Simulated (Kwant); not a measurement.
Device: wire with one Gaussian impurity in a GaN two-dimensional gas. Effective mass 0.22 mₑ, grid spacing 5 nm, hard walls, nominal width 150 nm (29 grid rows, so walls 150 nm apart), one parabolic valley, scattering region 450 nm long along x; energies count from the band bottom; Fermi energy swept from 6.0773e-05 to 0.0012914 eV. Impurity U exp(−r²/2σ²), U = -0.015 eV, σ = 9.1 nm, 0 nm off the axis.

Constants are typed, rounded textbook-type inputs, not results; the design itself was drawn at random and stands for no fabricated device.

Kwant, effective-mass tight-binding model on a square grid, one spin, coherent transport at 0 K. Conductance is in e²/h.

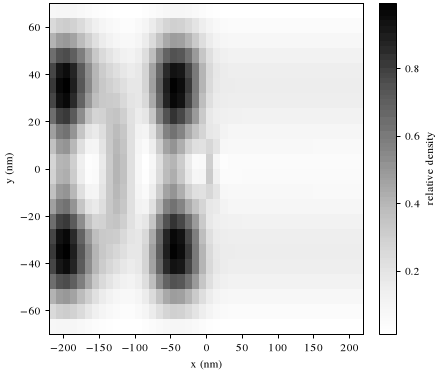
Density of the scattering states that come in from the left lead, at energy = 0.00037102 eV, in bins, relative to the largest site value

The conductance there is 0.85 e²/h with 2 open channel(s) in the leads.
